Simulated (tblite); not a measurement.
**Molecular dynamics of C5H11F**

- system: C5H11F, SMILES CC(C)CCF
- method: GFN2-xTB Langevin dynamics, gas phase (tblite 0.8.0)

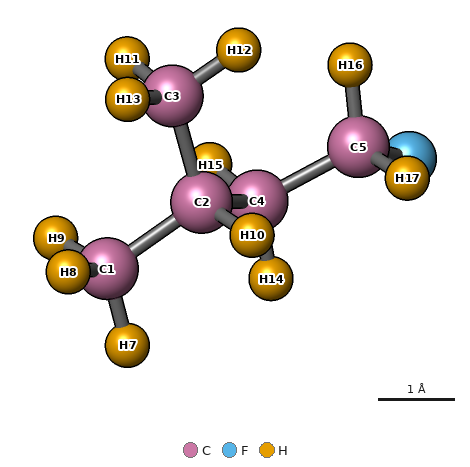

*The input geometry (ball-and-stick view, seen at a tilt; atoms are numbered from 1 in the order of the input).*

Bond lengths as drawn: C–C 1.52 to 1.53 Å, C–F 1.38 Å and C–H 1.09 to 1.10 Å.

Input:
```
{"job": {"kind": "md", "xc": "GFN2-xTB", "basis": "xTB", "temperature": 300, "steps": 2000, "every": 50}, "charge": 0, "multiplicity": 1}
C     -1.449533     0.628763     1.113681
C     -0.516024     0.328319    -0.057714
C     -1.005202    -0.906315    -0.811443
C      0.914440     0.143172     0.457631
C      1.938453     0.001054    -0.659583
F      3.210212     0.000235    -0.133405
H     -1.129774     1.522374     1.644219
H     -2.465507     0.786234     0.759632
H     -1.456565    -0.202187     1.815399
H     -0.531464     1.184779    -0.741363
H     -0.923198    -1.790526    -0.183187
H     -0.428178    -1.069358    -1.717593
H     -2.048054    -0.784437    -1.094328
H      1.195708     1.008606     1.062183
H      0.963940    -0.739667     1.098591
H      1.832807    -0.941934    -1.203704
H      1.890940     0.842917    -1.358925
```

The first line tells a small driver script what to run in tblite; the rest is the geometry in Å.

Run on 1 CPU thread, shared host.

Launched with:
```bash
OMP_NUM_THREADS=1 python <driver script> task.json out
```

The program's output:
```
t/fs     T/K      E/eV
    0.0   259.0   -572.92948
   25.0   169.9   -572.49607
   50.0   248.1   -572.38285
   75.0   286.0   -572.47496
  100.0   202.9   -572.29532
  125.0   265.5   -572.41711
  150.0   198.5   -572.32256
  175.0   216.5   -572.35878
  200.0   234.4   -572.45138
  225.0   269.7   -572.50949
  250.0   231.7   -572.28988
  275.0   280.1   -572.34159
  300.0   238.2   -572.09172
  325.0   353.5   -572.27014
  350.0   294.4   -572.16350
  375.0   432.3   -572.42198
  400.0   284.8   -572.11630
  425.0   382.0   -572.31507
  450.0   347.8   -572.26915
  475.0   315.7   -572.14222
  500.0   383.6   -572.21864
  525.0   335.9   -572.13478
  550.0   442.0   -572.39392
  575.0   382.7   -572.20658
  600.0   187.3   -571.70322
  625.0   357.0   -572.23713
  650.0   314.3   -572.17290
  675.0   319.5   -572.31605
  700.0   301.8   -572.16303
  725.0   317.3   -572.29504
  750.0   386.5   -572.54104
  775.0   282.6   -572.36686
  800.0   288.6   -572.44293
  825.0   340.9   -572.49000
  850.0   270.9   -572.36275
  875.0   305.3   -572.37402
  900.0   397.6   -572.42792
  925.0   246.2   -572.15373
  950.0   274.1   -572.33428
  975.0   329.3   -572.23286
 1000.0   332.1   -572.28090
```

Trajectory as extended XYZ (Å, eV, eV/Å), 6 of the 41 frames kept, from step=0 to step=40:
```
17
Properties=species:S:1:pos:R:3:forces:R:3 step=0 time_fs=0.0 energy=-572.92948 temperature=259.0
C    -1.4495    0.6288    1.1137    0.0006  -0.0004   0.0047
C    -0.5160    0.3283   -0.0577    0.0046  -0.0016   0.0001
C    -1.0052   -0.9063   -0.8114   -0.0043  -0.0039  -0.0052
C     0.9144    0.1432    0.4576    0.0036  -0.0026   0.0032
C     1.9385    0.0011   -0.6596   -0.0031   0.0000   0.0003
F     3.2102    0.0002   -0.1334   -0.0011   0.0063   0.0008
H    -1.1298    1.5224    1.6442    0.0040   0.0040  -0.0011
H    -2.4655    0.7862    0.7596    0.0004   0.0027   0.0006
H    -1.4566   -0.2022    1.8154    0.0021  -0.0069   0.0005
H    -0.5315    1.1848   -0.7414    0.0041   0.0017  -0.0055
H    -0.9232   -1.7905   -0.1832   -0.0048  -0.0018   0.0009
H    -0.4282   -1.0694   -1.7176    0.0012  -0.0038  -0.0049
H    -2.0481   -0.7844   -1.0943   -0.0063   0.0016  -0.0006
H     1.1957    1.0086    1.0622    0.0019   0.0026  -0.0059
H     0.9639   -0.7397    1.0986   -0.0021  -0.0002   0.0028
H     1.8328   -0.9419   -1.2037    0.0018  -0.0022   0.0025
H     1.8909    0.8429   -1.3589   -0.0028   0.0045   0.0069
17
Properties=species:S:1:pos:R:3:forces:R:3 step=8 time_fs=200.0 energy=-572.45138 temperature=234.4
C    -1.8225    0.5850    1.1776   -0.2088   0.2009  -0.4112
C    -0.8844    0.3286    0.0214    1.4177   0.2960  -0.5161
C    -1.4314   -0.8094   -0.8287   -0.8542  -0.9514   0.6398
C     0.5574    0.1100    0.5724   -0.8041   1.2307   2.1766
C     1.6540    0.1727   -0.4173    0.2056   1.1546  -2.0198
F     2.9169    0.2202    0.0975    0.1208   0.3616   0.5868
H    -1.6564    1.5883    1.5423    0.0559   0.1559   0.4140
H    -2.8045    0.5971    0.6803   -0.0245  -0.3977   1.0318
H    -1.6357   -0.1440    1.9866   -0.6989   0.3620  -0.5508
H    -0.8383    1.2493   -0.6034   -0.0309  -0.4258   0.1720
H    -1.7504   -1.6611   -0.1286    0.4207   1.0620  -1.0830
H    -0.7179   -1.2008   -1.5485   -0.0043   0.0747   0.0661
H    -2.3338   -0.4553   -1.3812    0.6647  -0.3843   0.4324
H     0.7198    0.9698    1.3341   -0.1375  -1.1205  -1.0175
H     0.6122   -0.8089    1.1753   -0.0594   0.0943  -0.3253
H     1.6937   -0.7033   -1.0363   -0.2837  -0.6689  -0.6112
H     1.5382    1.0876   -1.1209    0.2210  -1.0439   1.0153
17
Properties=species:S:1:pos:R:3:forces:R:3 step=16 time_fs=400.0 energy=-572.11630 temperature=284.8
C    -1.9914    0.8134    1.1618    0.7378  -1.1872   0.7522
C    -0.9008    0.4768    0.1364   -0.3909   1.1834  -0.9922
C    -1.3664   -0.7647   -0.6495    1.5507   0.8598  -0.5635
C     0.4443    0.4268    0.8666    0.4234   1.6643  -0.0606
C     1.8251    0.5901    0.1215   -3.0333  -1.4375   0.4225
F     2.7541    0.6714    1.0568    1.4444   0.6929   1.2605
H    -1.6063    1.4851    1.8972   -0.0271   0.8928   0.1529
H    -2.8147    1.1658    0.6297   -1.3302   0.9383  -0.5311
H    -2.3680   -0.0185    1.7667    0.3667  -0.3753  -0.3400
H    -0.9759    1.3579   -0.6050    0.7025  -1.0191   0.8532
H    -1.7124   -1.5323   -0.0203   -0.4142  -0.8215   0.8174
H    -0.5877   -1.1837   -1.2977    0.0499   0.1909   0.2254
H    -2.1390   -0.4226   -1.2980   -0.7575  -0.0393  -0.3831
H     0.5136    1.3353    1.5591   -0.3902  -1.1551  -0.5669
H     0.3728   -0.4499    1.4502    0.4861  -0.9883   0.7867
H     2.1078   -0.2638   -0.4542   -0.0890  -0.5723  -0.9108
H     1.6630    1.4807   -0.4171    0.6709   1.1732  -0.9226
17
Properties=species:S:1:pos:R:3:forces:R:3 step=24 time_fs=600.0 energy=-571.70322 temperature=187.3
C    -2.1936    0.8331    1.5182    0.9005  -1.6491   0.1878
C    -1.2930    0.5632    0.3485    1.2165  -0.6293  -0.4615
C    -1.1529   -0.9577    0.2062    0.2619  -0.7742  -1.5375
C     0.0676    1.0730    0.8102    0.2418   1.0424  -0.7113
C     1.4038    1.0146    0.0553   -0.8532   1.3299  -1.8060
F     2.2999    0.6926    0.9924    1.3975  -0.0887   0.4290
H    -2.2253    1.8240    1.7461   -0.4387   2.9707   0.2784
H    -3.1630    0.4372    1.4138   -1.0486  -0.5343  -0.1170
H    -1.6668    0.4038    2.3555   -0.3732  -0.5645   0.6330
H    -1.7209    1.0357   -0.5655    0.7317  -0.2699   0.4053
H    -1.1651   -1.4494    1.1666   -0.3580   0.0337   0.2785
H    -0.1701   -1.3789   -0.2506   -1.7208   1.1630   0.1995
H    -2.0445   -1.2367   -0.3983    0.8515  -0.5649   0.3915
H     0.0052    2.0860    1.1347   -0.5611   1.5716  -0.4415
H     0.3027    0.7098    1.7722    0.1094  -1.7467   1.0479
H     1.5756    0.3586   -0.8213   -0.5709  -0.2180   0.5600
H     1.6038    2.0645   -0.3661    0.2136  -1.0718   0.6639
17
Properties=species:S:1:pos:R:3:forces:R:3 step=32 time_fs=800.0 energy=-572.44293 temperature=288.6
C    -2.6168    1.0277    1.5482   -1.1118   0.9342   2.1670
C    -1.5123    0.4960    0.7529    2.1898  -0.5090   0.5264
C    -1.7317   -0.9015    0.1979   -0.6261   0.0246   0.8041
C    -0.1702    0.6008    1.6175   -0.5561  -0.1768  -1.5886
C     1.0440    0.7407    0.6837   -0.3793  -0.4675   0.9328
F     2.2556    0.8391    1.3565   -0.5741  -0.3781  -0.1981
H    -2.4424    2.0595    1.8798    0.0487   0.0461  -0.4966
H    -3.6005    0.9932    1.1172   -0.2301  -0.1316  -0.5415
H    -2.6780    0.5134    2.5020   -0.1390  -0.5208   0.1771
H    -1.3575    1.1314   -0.0806    0.2018   0.7828  -1.0754
H    -2.3641   -0.8586   -0.6474   -0.9117   0.2643  -0.9506
H    -2.2264   -1.6098    0.8750    0.5750   0.2894   0.1553
H    -0.8111   -1.2500   -0.1768    1.0609  -0.8197  -0.0644
H    -0.1858    1.4880    2.2064   -0.2328   0.6783   0.5381
H    -0.1019   -0.2348    2.2678    0.1679  -0.8536   0.4745
H     1.0742   -0.0574   -0.0480    0.4176  -0.3474  -0.0046
H     0.9103    1.6667    0.1942    0.0993   1.1846  -0.8554
17
Properties=species:S:1:pos:R:3:forces:R:3 step=40 time_fs=1000.0 energy=-572.28090 temperature=332.1
C    -2.6796    1.5814    2.0442    0.2110  -1.3503   0.5676
C    -1.7638    1.2568    0.8986    1.6041   0.7138  -1.5724
C    -2.1939    0.0469    0.1051   -1.6146  -0.2613   0.5683
C    -0.3615    1.0963    1.4992    0.2280  -1.2559  -1.3365
C     0.8186    0.5196    0.6666    0.6711   1.5142   0.0975
F     2.0578    0.4223    1.4074   -1.8469   0.1418  -0.6120
H    -2.3805    2.4268    2.6333    0.2617   0.3390   0.0890
H    -3.6160    1.7595    1.6096   -1.5563   0.3293  -0.1800
H    -2.7458    0.6938    2.7119   -0.0963   0.5783  -0.2952
H    -1.7615    2.1115    0.1837    0.0507  -0.2178   0.3269
H    -3.2216    0.2621   -0.2181    0.0298  -0.2897  -0.0041
H    -2.2444   -0.8272    0.7665    0.1730   0.0719  -0.3368
H    -1.6538   -0.1653   -0.7957    0.6073   0.0212  -0.0734
H    -0.1585    2.0265    1.8878    1.1752   2.2370   0.6811
H    -0.5862    0.5073    2.3321    0.3966  -1.5417   1.4173
H     0.6114   -0.4818    0.3041    0.0646  -0.0167  -0.0811
H     1.0821    1.2558   -0.1647   -0.3589  -1.0135   0.7438
```

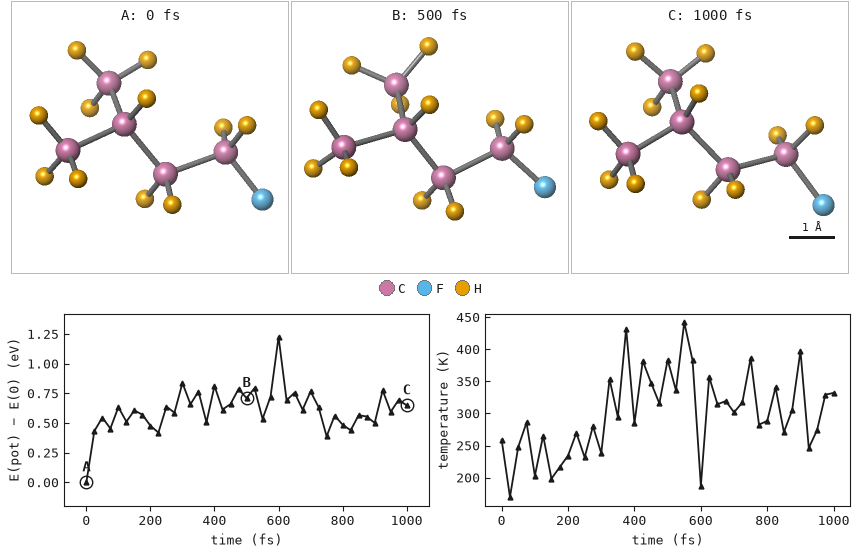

*Frames of the molecular dynamics (ball-and-stick, seen at a tilt) above the curves, on which the letters mark them.*

The trajectory kept here has 41 frames over 1000 fs. The temperature starts at 259 K, ranges from 170 to 442 K and averages 324 K over the second half. The potential energy ends 0.649 eV above its first value. After an unweighted best fit of the last frame on the first, the root-mean-square displacement is 0.75 Å, and H11 has moved furthest (1.78 Å).

Summary:

```csv
quantity,value
outcome,finished
mean temperature over the second half,324 K
trajectory,"41 frames kept, 1000 fs"
wall time,7.2 s
peak memory,0.18 GiB
```
